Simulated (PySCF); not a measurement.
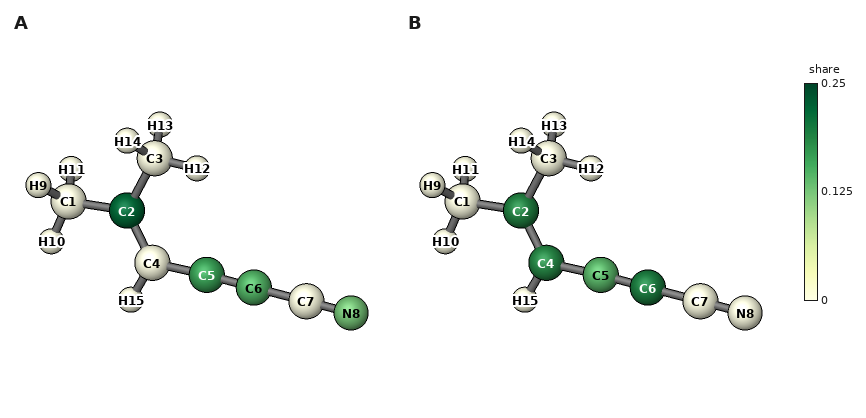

Each panel colours the atoms by their Löwdin share in one orbital (up to four of the largest shares; other atoms are shown as zero). The computed structure is the end point of a GFN2-xTB optimisation. No frequency run is at hand to confirm it as a minimum. Level of theory: ωB97X-D/def2-SVPD (PySCF 2.14.0).

**The panels show the HOMO, LUMO, in some order. Which is which?**

A: LUMO, −0.22 eV; C2 0.22, C5 0.16, C6 0.15, N8 0.12
B: HOMO, −8.96 eV; C6 0.19, C2 0.19, C4 0.18, C5 0.14
